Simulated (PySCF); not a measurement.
## A study: C3H3O2, doublet, SMILES `O=C1C[CH]O1`

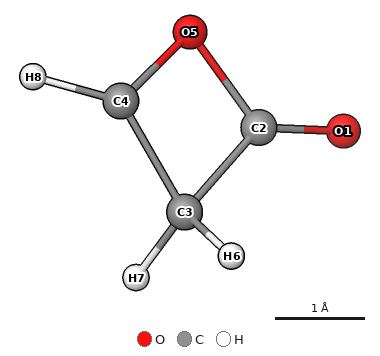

The molecule, with its atoms numbered as below. No frequency check shows the geometry to be a minimum.

Coordinates in Å:

```
O1      -1.7667    0.0143   -0.0088
C2      -0.5791    0.0238   -0.0065
C3       0.5509    1.0480   -0.0007
C4       1.3875   -0.1862    0.0652
O5       0.3018   -1.0375    0.0036
H6       0.5734    1.7085    0.8647
H7       0.6301    1.6468   -0.9082
H8       2.3603   -0.4837   -0.2625
```

## 1. Bonding charge

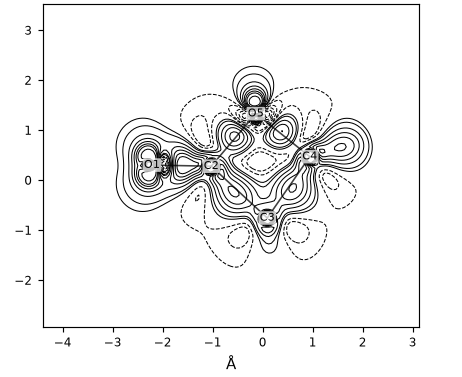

Deformation density (molecule less spherical, spin-averaged free atoms) in the plane of O1, C2, C3, C4 and O5; contours at ±0.05 to ±0.8 e/Å³; solid lines: gain, dashed lines: loss.

Computed with PySCF, B3LYP/6-311+G**, geometry: GFN2-xTB. The stability of the open-shell solution wasn't checked. GFN2-xTB doesn't know the spin state, so this open-shell geometry is rough.

**Describe the bonding that the map shows.**

O1–C2: +0.67 e/Å³ at the bond critical point (bond length 1.19 Å). C3–C4: +0.51 e/Å³ at the bond critical point (bond length 1.49 Å). C2–C3: +0.50 e/Å³ at the bond critical point (bond length 1.52 Å). C2–O5: +0.21 e/Å³ at the bond critical point (bond length 1.38 Å). C4–O5: +0.09 e/Å³ at the bond critical point (bond length 1.38 Å); up to 0.6 Å beside the axis the gain reaches +0.40 e/Å³. In all, 1.9 electrons gather in the regions of gain relative to the promolecule. A small or negative value marks a very polar bond, one between electron-rich atoms, whose free-atom densities already overlap strongly, a long bond to a heavier atom, or a closed-shell contact such as a hydrogen bond.

**Where do the Hirshfeld charges lie?**

The highest Hirshfeld charge is on C2 (+0.22 e), the lowest on O1 (−0.24 e).

```tsv
atom	charge (e)
O1	−0.24
C2	+0.22
C3	−0.07
C4	+0.02
O5	−0.12
H6	+0.07
H7	+0.07
H8	+0.06
```

## 2. Bond critical points

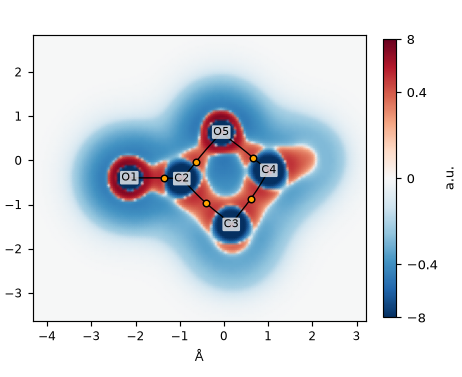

Negative Laplacian of the density (−∇²ρ) in the plane of O1, C2, C3, C4 and O5 (red positive, blue negative, colour scale in a.u., logarithmic beyond ±0.04), with bond paths and bond critical points (dots).

**At which bond critical points in this plane is charge locally concentrated, and at which depleted?**

Concentrated (∇²ρ < 0): O1–C2 (−0.01 a.u.); C2–O5 (−0.57 a.u.); C4–O5 (−0.22 a.u.); C3–C4 (−0.61 a.u.); C2–C3 (−0.57 a.u.). At none is it depleted.

**Where along C4–O5 does the critical point lie?**

0.46 Å from C4 and 0.92 Å from O5.

## 3. Local ionisation energy

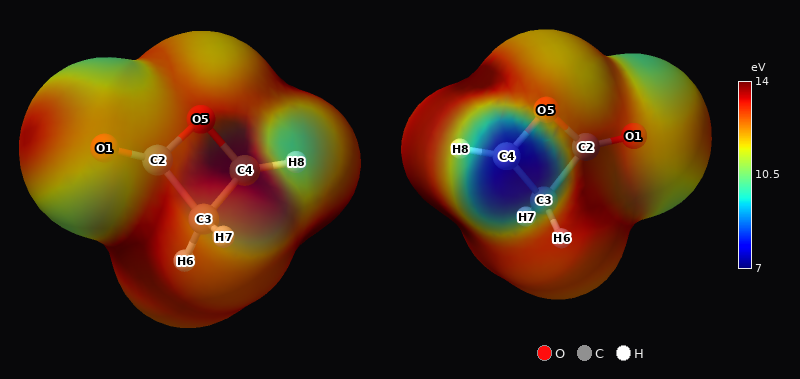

Average local ionisation energy on the surface of electron density 0.001 a.u. (back view left, front view right).

**Locate the minima of the map.**

The lowest value is 7.6 eV, 2.1 Å from C4. Further minima include 9.9 eV, 1.7 Å from H8; 10.2 eV, 1.9 Å from O1; 10.5 eV, 1.8 Å from O1. For comparison, the highest occupied orbital lies at −5.9 eV.

**What volume does the surface enclose, and what is the dipole moment?**

About 88 Å³; the dipole moment is 3.7 D.

## 4. Spin density

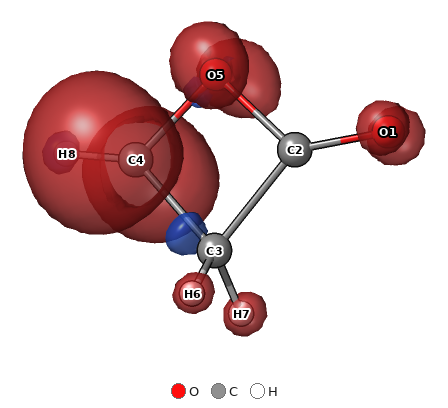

Spin density ρα − ρβ at ±0.03 e/Å³ (red: excess α, blue: excess β).

**Where is the unpaired spin?**

Hirshfeld spin populations: C4 +0.68, O5 +0.12, H8 +0.06 and C3 +0.04. ⟨S²⟩ = 0.75, as for a pure state.

## 5. In an electric field

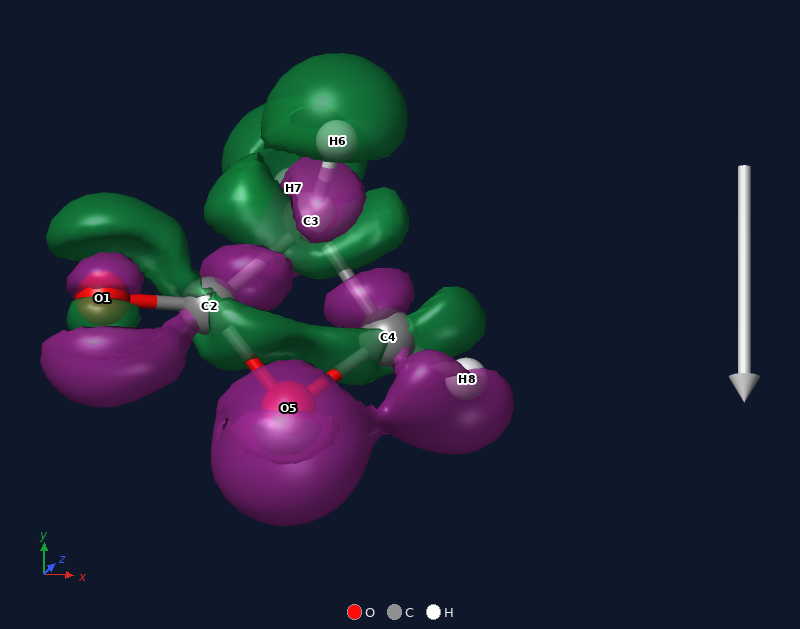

Change of the electron density in a uniform field of 0.41 V/Å along −y (arrow), surfaces at ±0.003 e/Å³ (green: gain, purple: loss).

Level of theory: B3LYP/aug-cc-pVDZ (PySCF), at a geometry from GFN2-xTB. The stability of the open-shell solution wasn't checked. GFN2-xTB doesn't know the spin state, so this open-shell geometry is rough.

**What dipole is induced, and what polarisability does it imply?**

The induced dipole is 0.81 D (along the field); α along this axis, from the fields in both directions, is 40 bohr³ (5.9 Å³).

**Which atoms gain and lose the most charge?**

Electrons gather most on H6 (Hirshfeld charge changes by −0.014 e) and leave O5 most (+0.023 e); 0.079 electrons are displaced in all.

## 6. Removing or adding an electron

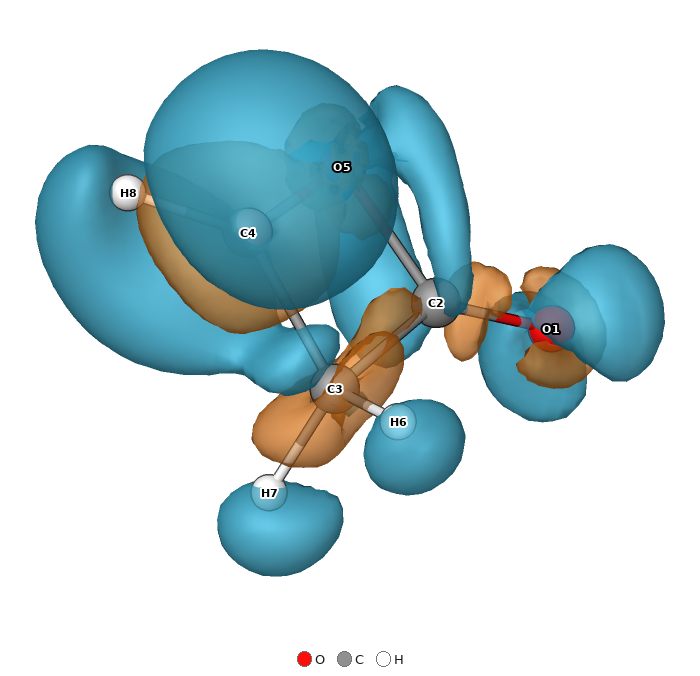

Fukui function f⁺ = ρ(N+1) − ρ(N) at fixed geometry, surfaces at ±0.02 e/Å³ (light blue positive, orange negative).

Computed with PySCF, PBE0/aug-cc-pVDZ, geometry: GFN2-xTB. GFN2-xTB doesn't know the spin state, so this open-shell geometry is rough.

**On which atoms does the density change most on addition of an electron?**

f⁺ (Hirshfeld-condensed) is largest on C4 (0.36); the vertical electron affinity is −0.24 eV (to the singlet anion, which needn't be its lowest state; negative: at this level and geometry the extra electron isn't bound, and the finite basis holds it). Condensed values hint at sites of nucleophilic attack but needn't mark the atom that reacts. Orbital relaxation makes it negative in places (0.16 e in all).

| atom | f⁺ | charge |
| --- | --- | --- |
| O1 | +0.12 | −0.24 |
| C2 | +0.07 | +0.21 |
| C3 | +0.08 | −0.09 |
| C4 | +0.36 | +0.01 |
| O5 | +0.07 | −0.11 |
| H6 | +0.07 | +0.07 |
| H7 | +0.07 | +0.07 |
| H8 | +0.16 | +0.07 |
